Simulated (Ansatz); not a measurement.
The parent structure is GaN in the wurtzite structure (space group P6_3mc, No. 186; a = 3.183 Å, c = 5.185 Å). Axes: x lies along a and z along c of the hexagonal cell.

Now apply this change: biaxial strain +1.80 %, plane normal [001], relaxed out of plane (Cartesian); in-plane vectors clamped, the third vector and the atoms free.

Method: PBEsol (Ansatz, an electronic-structure program), no spin-orbit coupling.

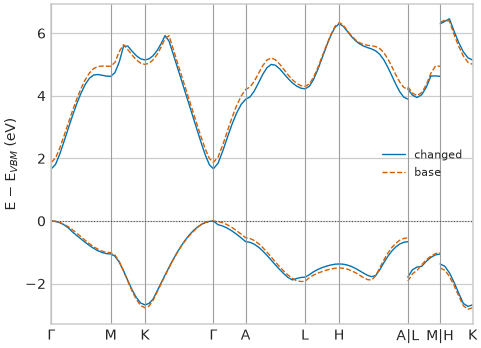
Figure: Highest valence and lowest conduction band along the path, each from its own valence-band maximum

Task: Read the changed gap and its character from the plot.

Result: About 1.7 eV, direct at Γ.

Whether these cells are dynamically stable was not tested.
